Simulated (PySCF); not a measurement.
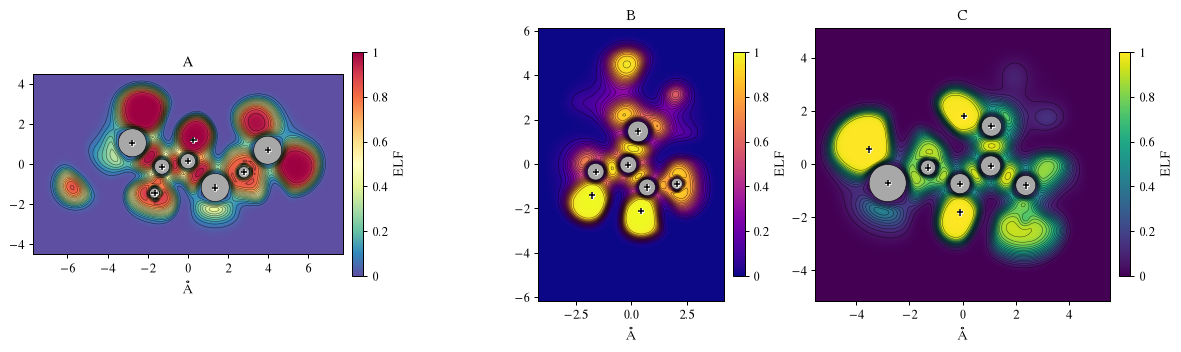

The electron localisation function of 3 systems, each on a plane through atoms (crosses mark nuclei in the plane; grey discs cover the cores).

These are results of PBE0/pcSseg-1, SCF density, gas phase, non-relativistic (PySCF), not measurements.

System 1: C$_{5}$H$_{11}$ClO$_{2}$Si (SMILES C[C@H](Cl)/C(=C\O[SiH3])CO), the plane of atoms C4, C5 and O6. Geometry: GFN2-xTB.

```xyz
20

C    -2.3392   -0.3260   -1.0811
C    -1.2063   -0.7933   -0.1839
Cl   -1.9197   -1.6448    1.2448
C    -0.3240    0.3082    0.3122
C     0.9992    0.2579    0.1614
O     1.6290   -0.7627   -0.4466
Si    3.2062   -1.0648   -0.7298
C    -0.9788    1.4722    1.0191
O    -0.0984    2.2297    1.8087
H    -2.9224   -1.1779   -1.4228
H    -1.9219    0.1845   -1.9468
H    -2.9986    0.3569   -0.5516
H    -0.5948   -1.5444   -0.6889
H     1.6213    1.0677    0.5227
H     3.0655   -2.3553   -1.3821
H     3.9516   -1.1093    0.5295
H     3.7763   -0.0232   -1.5855
H    -1.8146    1.0934    1.6246
H    -1.3819    2.1749    0.2821
H     0.2464    1.6668    2.5110
```

System 2: C$_{2}$H$_{11}$FO$_{2}$Si$_{4}$ (SMILES F/C(=C\[SiH2]O[SiH3])[SiH2]O[SiH3]), the plane of atoms C2, C3 and Si4. Geometry: GFN2-xTB.

```xyz
20

F     1.1122   -0.9678   -1.3779
C     0.6487   -0.6724   -0.1244
C    -0.6313   -0.3409   -0.0063
Si   -1.8394   -0.2472   -1.4484
O    -3.2877    0.1903   -0.8632
Si   -4.5079    0.6774    0.0768
Si    1.9919   -0.7851    1.2116
O     3.2879    0.0325    0.7047
Si    4.3566    0.6049   -0.3828
H    -0.9734   -0.1147    0.9928
H    -2.0390   -1.5592   -2.0633
H    -1.4567    0.7933   -2.4024
H    -5.7208    0.2605   -0.6213
H    -4.4078    2.1308    0.2039
H    -4.3689    0.0229    1.3787
H     2.3891   -2.1791    1.4018
H     1.5391   -0.1014    2.4179
H     5.0440    1.6614    0.3545
H     3.6205    1.1102   -1.5378
H     5.2380   -0.5056   -0.7373
```

System 3: C$_{4}$H$_{10}$BFSi, the plane of atoms B2, C4 and C5. Geometry: GFN2-xTB.

| atom | x (Å) | y (Å) | z (Å) |
| --- | --- | --- | --- |
| C | -0.7041 | -1.9267 | -0.2501 |
| B | -0.5038 | -0.3902 | 0.0211 |
| Si | -2.0343 | 0.8267 | 0.2658 |
| C | 0.9535 | 0.1666 | 0.0850 |
| C | 1.3127 | 1.3332 | -0.7976 |
| C | 1.8883 | -0.2876 | 0.9138 |
| F | 1.6656 | -1.3026 | 1.7793 |
| H | -0.4031 | -2.1570 | -1.2745 |
| H | -1.7251 | -2.2821 | -0.1280 |
| H | -0.0566 | -2.5340 | 0.3814 |
| H | -2.2044 | 1.2424 | 1.6669 |
| H | -1.9378 | 2.0850 | -0.4966 |
| H | -3.3241 | 0.2449 | -0.1368 |
| H | 0.6960 | 2.1938 | -0.5432 |
| H | 1.1212 | 1.0860 | -1.8409 |
| H | 2.3606 | 1.6053 | -0.6900 |
| H | 2.8882 | 0.1083 | 1.0345 |

### Match each panel to its system.

Panel A is system 2, C$_{2}$H$_{11}$FO$_{2}$Si$_{4}$: the plane holds F, C, Si, O and H. C–C (1.33 Å): the ELF peaks at about 0.95 between the atoms (a multiple bond). Panel B is system 3, C$_{4}$H$_{10}$BFSi: the plane holds B, C, F and H. C–C (1.33 Å): the ELF peaks at about 0.90 between the atoms (a multiple bond). Panel C is system 1, C$_{5}$H$_{11}$ClO$_{2}$Si: the plane holds C, O, Si and H. C–C (1.33 Å): the ELF peaks at about 0.95 between the atoms (a short, multiple covalent bond).
